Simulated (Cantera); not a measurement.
A closed system holds: 1 mol PbO, 1.8 mol O₂, 1.3 mol N₂, held at 0.0100 bar.

Method: chemical equilibrium by Gibbs-energy minimisation in Cantera with the NASA 1993 tables (ideal gas, pure condensed phases). Candidate condensed phases: Pb, PbO, PbO₂, Pb₃O₄; 12 gas species. Gases not in the tables: (PbO)n polymers. Equilibrium is a limit: real reactors are often held back by kinetics, nucleation or transport.

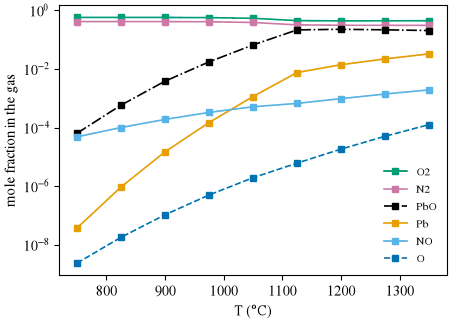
*Equilibrium gas composition (values under 1e-9 drawn at 1e-9)*

Task: Read off the mole fractions at 1050 °C.

Result: O₂ about 0.54, N₂ about 0.39, PbO about 0.067, Pb about 0.0012, NO about 0.00052, O about 2.0e-6.
